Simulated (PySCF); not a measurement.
## C3H5ClGeN2: saddle-point search

System: C3H5ClGeN2.
Method: PBE0-D3(BJ)/def2-SVP saddle search from the GFN2-xTB point and Hessian, gas phase (PySCF 2.14.0).

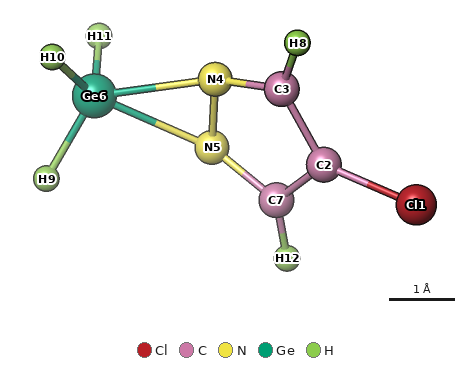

**Figure 1.** The structure as given in the input (ball-and-stick view, seen at a tilt; atoms are numbered from 1 in the order of the input). Sticks mark near contacts. Bond lengths as drawn: C–C 1.39 Å, C–Cl 1.71 Å, C–H 1.07 Å, C–N 1.33 Å, Ge–H 1.49 to 1.52 Å, Ge–N 2.01 Å and N–N 1.36 Å.

## Input file
```
{"job": {"xc": "PBE0", "basis": "def2-SVP", "kind": "refine"}, "charge": 0, "multiplicity": 1}
Cl    -2.123629     1.835550    -2.175878
C     -1.187434     0.882928    -1.103878
C     -1.030983     1.070813     0.265562
N     -0.280451     0.084200     0.733867
N      0.075745    -0.727600    -0.298603
Ge     1.418928    -0.880827     1.182091
C     -0.449839    -0.253660    -1.418940
H     -1.434004     1.833503     0.901037
H      2.576439    -1.259001     0.278052
H      1.940675     0.189963     2.120879
H      0.801616    -2.040986     1.881322
H     -0.307063    -0.734883    -2.365509
```

The first line tells a small driver script what to run in PySCF; the rest is the geometry in Å.

Command:
```bash
OMP_NUM_THREADS=1 python <driver script> task.json out
```

## Log
```
step      E/eV     max force
  0    -75177.84377   0.8098
  1    -75177.96561   0.2837
  2    -75177.98484   0.3417
  3    -75177.99315   0.1672
  4    -75177.99060   0.2432
  5    -75177.99487   0.0444
  6    -75177.99302   0.1585
  7    -75177.99502   0.0221
  8    -75177.99505   0.0177
  9    -75177.99242   0.1310
 10    -75177.99506   0.0044
```

## Trajectory as extended XYZ (Å, eV, eV/Å), 11 frames, from step=0 to step=10
```
12
Properties=species:S:1:pos:R:3:forces:R:3 step=0 energy=-75177.84377
Cl   -2.1236    1.8355   -2.1759   -0.0210  -0.0300   0.0170
C    -1.1874    0.8829   -1.1039   -0.2150   0.2400  -0.2650
C    -1.0310    1.0708    0.2656    0.0280   0.1460  -0.0810
N    -0.2805    0.0842    0.7339   -0.4290  -0.1820  -0.1030
N     0.0757   -0.7276   -0.2986   -0.4710  -0.0920   0.0090
Ge    1.4189   -0.8808    1.1821    0.6160  -0.0320   0.2370
C    -0.4498   -0.2537   -1.4189    0.0380   0.1250  -0.1090
H    -1.4340    1.8335    0.9010   -0.2330   0.4890   0.3530
H     2.5764   -1.2590    0.2781    0.4910  -0.1590  -0.3170
H     1.9407    0.1900    2.1209    0.2490   0.3950   0.3870
H     0.8016   -2.0410    1.8813   -0.1440  -0.6500   0.4610
H    -0.3071   -0.7349   -2.3655    0.0920  -0.2520  -0.5890
12
Properties=species:S:1:pos:R:3:forces:R:3 step=1 energy=-75177.96561
Cl   -2.0934    1.8704   -2.1928    0.0040   0.0000   0.0010
C    -1.1807    0.9015   -1.1162   -0.0590   0.0970  -0.0970
C    -1.0464    1.0758    0.2618    0.0270   0.0440  -0.0270
N    -0.3421    0.0509    0.7389   -0.0780  -0.1260   0.0560
N     0.0140   -0.7610   -0.2937   -0.0840  -0.1090   0.0730
Ge    1.4378   -0.8911    1.1967    0.0550   0.0490  -0.0200
C    -0.4631   -0.2536   -1.4290    0.0270   0.0450  -0.0240
H    -1.4416    1.8551    0.8973   -0.0980   0.2120   0.1610
H     2.6002   -1.2544    0.2552    0.1070  -0.0280  -0.0860
H     1.9535    0.2194    2.1297    0.0500   0.1030   0.0810
H     0.8700   -2.0851    1.9395    0.0040  -0.1710   0.1350
H    -0.3083   -0.7277   -2.3875    0.0450  -0.1160  -0.2550
12
Properties=species:S:1:pos:R:3:forces:R:3 step=2 energy=-75177.98484
Cl   -2.0261    1.9134   -2.2032    0.0950  -0.0250   0.0530
C    -1.1522    0.9156   -1.1174    0.0340  -0.0950   0.0870
C    -1.0510    1.0680    0.2703    0.0630  -0.1450   0.0470
N    -0.4091   -0.0031    0.7611   -0.1810   0.2590  -0.1300
N    -0.0515   -0.8175   -0.2752   -0.1290   0.1340  -0.2860
Ge    1.4188   -0.8825    1.1835    0.0850  -0.1630   0.1580
C    -0.4661   -0.2649   -1.4253    0.0280  -0.0640   0.1490
H    -1.4336    1.8675    0.9022    0.0130  -0.0370   0.0210
H     2.5785   -1.2207    0.2197   -0.0010   0.0130  -0.0680
H     1.9314    0.2550    2.0954   -0.0250   0.0640  -0.0020
H     0.9565   -2.1051    1.9855    0.0100   0.0860  -0.0640
H    -0.2956   -0.7258   -2.3966    0.0080  -0.0260   0.0350
12
Properties=species:S:1:pos:R:3:forces:R:3 step=3 energy=-75177.99315
Cl   -1.9376    1.9596   -2.2088    0.0710  -0.1060   0.1080
C    -1.1402    0.9096   -1.1085   -0.0020   0.0410  -0.0330
C    -1.0590    1.0505    0.2811    0.0290  -0.0440  -0.0120
N    -0.4407   -0.0296    0.7728   -0.0290   0.0210  -0.0570
N    -0.0824   -0.8458   -0.2658   -0.0410   0.0480  -0.0230
Ge    1.4187   -0.8802    1.1816   -0.0220   0.0840  -0.0730
C    -0.4740   -0.2820   -1.4144    0.0070   0.0070   0.0530
H    -1.4344    1.8498    0.9167    0.0040  -0.0020   0.0050
H     2.5560   -1.1867    0.1766   -0.0190  -0.0010   0.0260
H     1.9056    0.2972    2.0616   -0.0070  -0.0300  -0.0110
H     0.9839   -2.0985    1.9904    0.0050  -0.0150   0.0130
H    -0.2959   -0.7439   -2.3833    0.0050  -0.0030   0.0030
12
Properties=species:S:1:pos:R:3:forces:R:3 step=4 energy=-75177.99060
Cl   -1.8442    1.9952   -2.2048    0.0020   0.0130  -0.0090
C    -1.1094    0.9149   -1.1019    0.0450  -0.1580   0.1380
C    -1.0620    1.0340    0.2920    0.0410  -0.1050   0.0000
N    -0.4943   -0.0737    0.7906   -0.0510   0.1970  -0.0780
N    -0.1353   -0.8913   -0.2497   -0.0130   0.1110  -0.1860
Ge    1.3978   -0.8620    1.1600   -0.0390  -0.1950   0.1400
C    -0.4774   -0.2975   -1.4022    0.0030  -0.0170   0.1110
H    -1.4249    1.8403    0.9270    0.0090  -0.0160   0.0000
H     2.5210   -1.1464    0.1370   -0.0020   0.0010  -0.0280
H     1.8721    0.3336    2.0170   -0.0120   0.0260   0.0020
H     1.0430   -2.0942    2.0076    0.0170   0.1450  -0.1090
H    -0.2864   -0.7528   -2.3725    0.0020  -0.0020   0.0180
12
Properties=species:S:1:pos:R:3:forces:R:3 step=5 energy=-75177.99487
Cl   -1.8863    1.9748   -2.2033   -0.0170   0.0020  -0.0070
C    -1.1258    0.9084   -1.1025   -0.0040   0.0200  -0.0170
C    -1.0604    1.0409    0.2875    0.0020   0.0250  -0.0050
N    -0.4641   -0.0485    0.7804    0.0060  -0.0410   0.0160
N    -0.1055   -0.8654   -0.2589   -0.0020  -0.0240   0.0370
Ge    1.4074   -0.8713    1.1706    0.0020   0.0290  -0.0220
C    -0.4757   -0.2911   -1.4071    0.0070   0.0130  -0.0220
H    -1.4285    1.8435    0.9235    0.0010  -0.0030  -0.0050
H     2.5356   -1.1658    0.1542    0.0040  -0.0020   0.0090
H     1.8854    0.3168    2.0381    0.0060  -0.0070   0.0020
H     1.0081   -2.0922    1.9936   -0.0040  -0.0150   0.0110
H    -0.2901   -0.7501   -2.3762   -0.0020   0.0040   0.0030
12
Properties=species:S:1:pos:R:3:forces:R:3 step=6 energy=-75177.99302
Cl   -1.9463    1.9480   -2.2029    0.0100   0.0450  -0.0310
C    -1.1327    0.9153   -1.1104    0.0490  -0.1100   0.1030
C    -1.0547    1.0533    0.2797    0.0230  -0.1030   0.0190
N    -0.4474   -0.0335    0.7735   -0.0410   0.1400  -0.0560
N    -0.0892   -0.8494   -0.2647   -0.0140   0.0770  -0.1340
Ge    1.4140   -0.8738    1.1748   -0.0310  -0.0940   0.0630
C    -0.4700   -0.2787   -1.4149   -0.0040  -0.0400   0.1000
H    -1.4298    1.8523    0.9157    0.0010   0.0050   0.0100
H     2.5558   -1.1882    0.1811   -0.0030   0.0100  -0.0320
H     1.9066    0.2921    2.0625   -0.0130   0.0310  -0.0060
H     0.9851   -2.0965    1.9889    0.0190   0.0460  -0.0300
H    -0.2916   -0.7410   -2.3833    0.0060  -0.0070  -0.0050
12
Properties=species:S:1:pos:R:3:forces:R:3 step=7 energy=-75177.99502
Cl   -1.8904    1.9733   -2.2035   -0.0050   0.0050  -0.0060
C    -1.1244    0.9101   -1.1035    0.0080  -0.0110   0.0110
C    -1.0592    1.0418    0.2869    0.0040  -0.0150   0.0050
N    -0.4659   -0.0500    0.7810   -0.0050   0.0200  -0.0080
N    -0.1073   -0.8669   -0.2583   -0.0010   0.0110  -0.0190
Ge    1.4071   -0.8704    1.1699   -0.0050  -0.0040   0.0010
C    -0.4746   -0.2899   -1.4074    0.0010  -0.0080   0.0150
H    -1.4278    1.8442    0.9228    0.0000   0.0020   0.0000
H     2.5370   -1.1663    0.1560    0.0010   0.0000  -0.0020
H     1.8872    0.3154    2.0390    0.0000   0.0020   0.0010
H     1.0080   -2.0922    1.9935    0.0010  -0.0020   0.0020
H    -0.2895   -0.7491   -2.3764    0.0010   0.0000  -0.0010
12
Properties=species:S:1:pos:R:3:forces:R:3 step=8 energy=-75177.99505
Cl   -1.8959    1.9711   -2.2037    0.0040  -0.0050   0.0060
C    -1.1256    0.9099   -1.1037   -0.0090   0.0060  -0.0080
C    -1.0591    1.0425    0.2864   -0.0030   0.0170  -0.0040
N    -0.4636   -0.0476    0.7798    0.0060  -0.0140   0.0050
N    -0.1051   -0.8645   -0.2595    0.0020  -0.0060   0.0140
Ge    1.4069   -0.8715    1.1707    0.0070  -0.0020   0.0040
C    -0.4746   -0.2893   -1.4079    0.0010   0.0070  -0.0160
H    -1.4272    1.8455    0.9219   -0.0010  -0.0040   0.0000
H     2.5380   -1.1681    0.1580   -0.0020  -0.0010   0.0000
H     1.8883    0.3133    2.0409   -0.0020  -0.0010   0.0000
H     1.0070   -2.0936    1.9942   -0.0020   0.0050  -0.0050
H    -0.2891   -0.7478   -2.3772   -0.0020  -0.0010   0.0030
12
Properties=species:S:1:pos:R:3:forces:R:3 step=9 energy=-75177.99242
Cl   -1.9669    1.9381   -2.2019    0.0270   0.0120   0.0000
C    -1.1388    0.9123   -1.1100    0.0190   0.0240  -0.0100
C    -1.0517    1.0580    0.2779   -0.0070  -0.1090   0.0170
N    -0.4338   -0.0220    0.7688    0.0050   0.0430  -0.0160
N    -0.0751   -0.8370   -0.2688    0.0180   0.0260  -0.0280
Ge    1.4205   -0.8810    1.1822   -0.0450   0.0890  -0.0850
C    -0.4658   -0.2739   -1.4177   -0.0300  -0.0490   0.0920
H    -1.4319    1.8515    0.9163   -0.0080   0.0360   0.0100
H     2.5590   -1.1993    0.1851    0.0070   0.0060   0.0060
H     1.9083    0.2882    2.0697    0.0080  -0.0060  -0.0070
H     0.9680   -2.0940    1.9824   -0.0030  -0.0710   0.0550
H    -0.2917   -0.7409   -2.3839    0.0090  -0.0010  -0.0350
12
Properties=species:S:1:pos:R:3:forces:R:3 step=10 energy=-75177.99506
Cl   -1.8964    1.9707   -2.2036   -0.0010   0.0010  -0.0010
C    -1.1258    0.9100   -1.1039    0.0010   0.0010   0.0000
C    -1.0588    1.0430    0.2862    0.0000  -0.0040   0.0010
N    -0.4630   -0.0473    0.7798    0.0010   0.0010   0.0000
N    -0.1045   -0.8641   -0.2594    0.0010   0.0010   0.0000
Ge    1.4078   -0.8715    1.1709   -0.0010   0.0030  -0.0030
C    -0.4742   -0.2889   -1.4081   -0.0010  -0.0020   0.0030
H    -1.4280    1.8450    0.9221   -0.0010   0.0020   0.0000
H     2.5384   -1.1687    0.1582    0.0010   0.0000   0.0000
H     1.8885    0.3131    2.0414    0.0010   0.0000   0.0000
H     1.0056   -2.0930    1.9932   -0.0010  -0.0030   0.0020
H    -0.2896   -0.7483   -2.3770    0.0010   0.0000  -0.0020
```

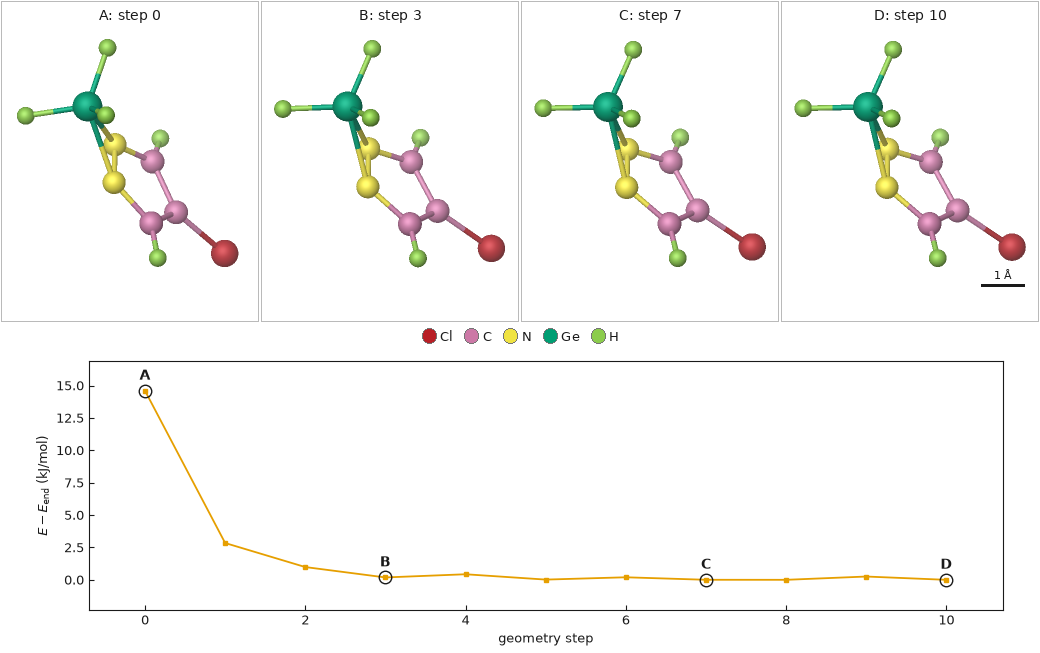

**Figure 2.** Frames of the saddle-point search (ball-and-stick view, seen at a tilt) above the curves, on which the letters mark them (steps are counted from 0).

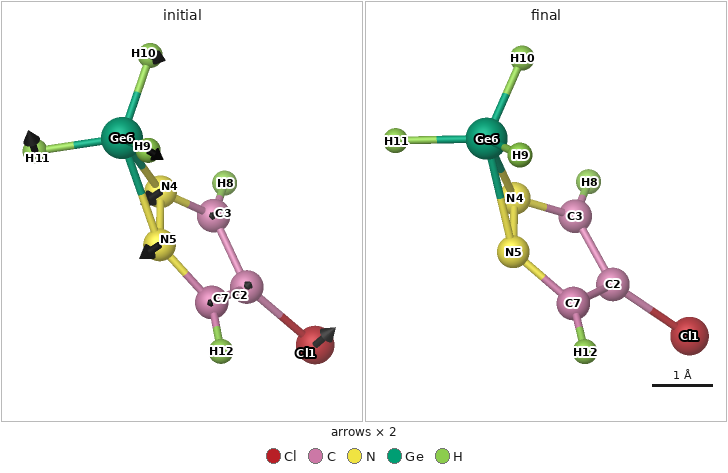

**Figure 3.** Before (left) and after (right) the saddle-point search, at one scale (ball-and-stick view, seen at a tilt). The black arrows give the displacements, magnified 2 times. After 10 geometry steps the energy has fallen by 14.6 kJ/mol. Largest force component: 0.65 eV/Å at the start, 0.004 eV/Å at the end. Cl1 moves most after the best rigid fit: 0.26 Å. By element the largest moves are Cl 0.26 Å, H 0.24 Å, N 0.23 Å, C 0.07 Å, Ge 0.02 Å. Among the contacts that change: N4–Ge6 2.005 → 2.081 Å, Ge6–H11 1.489 → 1.526 Å, Ge6–H10 1.517 → 1.547 Å, C3–H8 1.071 → 1.088 Å. Among the angles that change: C3–N4–Ge6 156.5° → 142.5°, N4–Ge6–H11 97.4° → 100.4°. (Atoms are counted from 1 in the order of the input.)

## Results in brief

| quantity | value |
| --- | --- |
| outcome | converged |
| total energy | −2762.740384 hartree |
| hardware | 1 CPU thread, shared host |
| wall time | 2.9 min |
| peak memory | 0.63 GiB |
